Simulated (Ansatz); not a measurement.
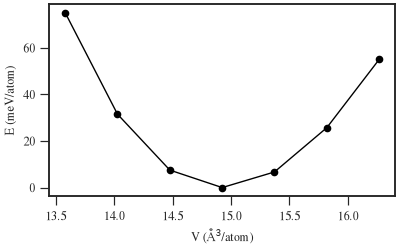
Figure. Zr₂C in space group P4/nmm (No. 129; Zr on 2a, Zr on 2c, C on 2c) under volume change, PBEsol (plane waves, PAW; program Ansatz), shape and atoms relaxed at each volume.

What does a third-order Birch–Murnaghan fit give for V₀, B₀ and B′?

V₀ = 14.92 Å³/atom, B₀ = 169 GPa, B′ = 4.2.

The cell is a constructed one: a structure type filled with these elements; neither database checked (COD, Materials Project) lists it. Whether it is the stable phase at ambient conditions was not checked. Symmetry was held in the PBEsol relaxation; whether a distortion lowers the energy is not shown. The run is not spin-polarised.

Potentials: the later of the program's two PAW sets.
